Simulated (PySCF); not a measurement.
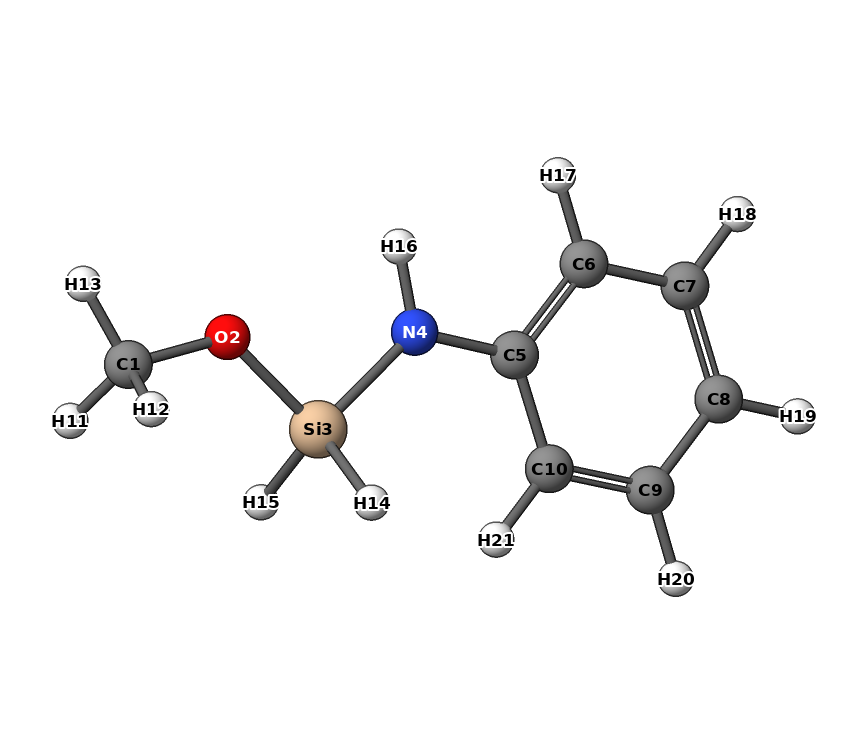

The questions are on isotropic NMR shieldings of the H atoms. The geometry was computed by an optimisation with GFN2-xTB. No frequency run is at hand to confirm it as a minimum. Method: GIAO PBE0/pcSseg-1 NMR shielding, non-relativistic, gas phase (PySCF 2.14.0).

Give the isotropic NMR shieldings of the H atoms atom by atom.

```
atom  σ (ppm)
 H11    27.89
 H12    27.84
 H13    27.62
 H14    26.31
 H15    26.28
 H16    28.47
 H17    25.02
 H18    24.29
 H19    24.81
 H20    24.33
 H21    25.24
```

The geometry is semi-empirical. Around Si such bond lengths and angles can be off by a tenth of an ångström or more and by several degrees, and values that hang on the shape move with them.
